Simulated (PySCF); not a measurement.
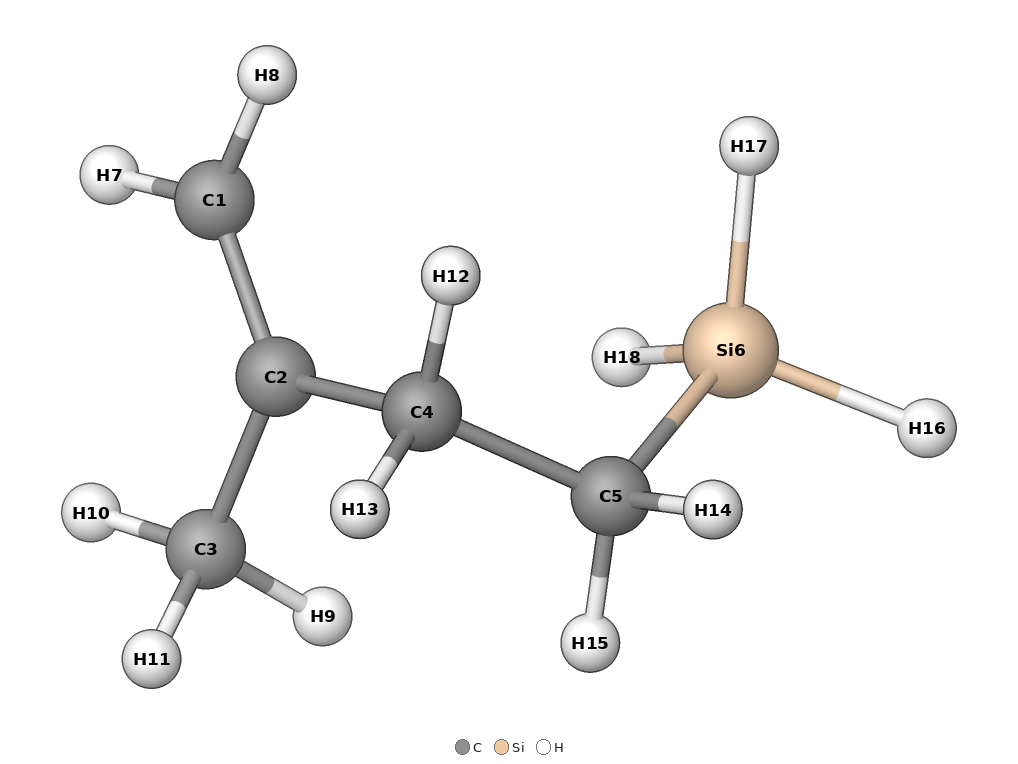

The geometry was computed by an optimisation with PBE0-D3(BJ)/def2-SVP. No frequency run is at hand to confirm it as a minimum. Method: B3LYP/def2-TZVP indirect spin-spin coupling, non-relativistic, gas phase (PySCF 2.14.0). Isotopes: 13C, 1H, 29Si.

Give the spin–spin coupling constants of these pairs, with the number of bonds between them: C5/Si6, Si6/H18, Si6/H17, Si6/H16, C4/Si6, Si6/H15, C2/Si6, Si6/H12, Si6/H13.

| pair | bonds apart | J (Hz) |
| --- | --- | --- |
| C5, Si6 | 1 | −47.0 |
| Si6, H18 | 1 | −167.1 |
| Si6, H17 | 1 | −163.0 |
| Si6, H16 | 1 | −158.5 |
| C4, Si6 | 2 | 1.6 |
| Si6, H15 | 2 | 5.9 |
| C2, Si6 | 3 | −2.3 |
| Si6, H12 | 3 | −3.0 |
| Si6, H13 | 3 | −14.4 |
